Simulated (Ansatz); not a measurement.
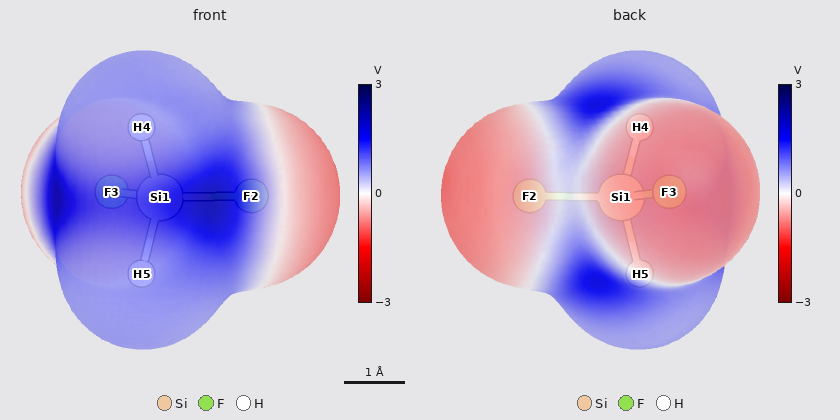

Figure 1: F2H2Si (SiF2H2). The molecular electrostatic potential painted on the density surface at 0.002 e/bohr³, seen from the front and from behind; the colour scale runs from red (negative) to blue (positive).

Geometry: r2SCAN-D4/def2-TZVP.

Computed with Ansatz, RKS PBE0-D4/def2-TZVP.

Input file:

```
crystal:
  periodic: [false, false, false]
  atoms:
    - {symbol: Si, position_ang: [-0.045094, 0.000267, -0.031422]}
    - {symbol: F, position_ang: [-0.012658, -0.019370, 1.554877]}
    - {symbol: F, position_ang: [1.454384, 0.010831, -0.550301]}
    - {symbol: H, position_ang: [-0.701706, 1.243804, -0.471156]}
    - {symbol: H, position_ang: [-0.694906, -1.235533, -0.501988]}
basis:
  gaussian: {orbitals: def2-TZVP, initial_orbitals: start.molden}
hamiltonian: {xc: pbe0, dispersion: d4}
output: {orbitals: {seedname: orbitals}}
```

Launched as:

```sh
ansatz run in.yaml --threads 4 --pin off --events-out ev --progress --plain --max-ram 3916MiB
```

**Describe the electrostatic potential map.**

The most negative region (about −0.8 V) lies over F2 and F3, the most positive (about +2.0 V) over Si1.
